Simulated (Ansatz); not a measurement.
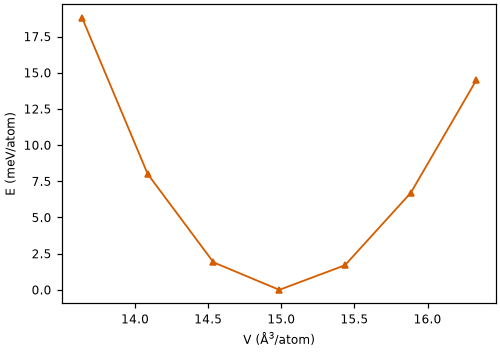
Be (diamond, space group No. 227) under volume change, DFT-r²SCAN in the program Ansatz with PAW potentials, scaled uniformly.

Problem. What does a third-order Birch–Murnaghan fit give for V₀, B₀ and B′?

Solution. V₀ = 14.99 Å³/atom, B₀ = 43.3 GPa, B′ = 3.3.

Space group Fd-3m (diamond). A made-up cell: these elements were put on the sites of a structure type; neither database checked (COD, Materials Project) lists it. It is not the phase usual at ambient conditions (space group No. 194). The cell was relaxed with r²SCAN under the symmetry of its start. At this level the phase is mechanically unstable.

Potentials: the later of the program's two PAW sets.
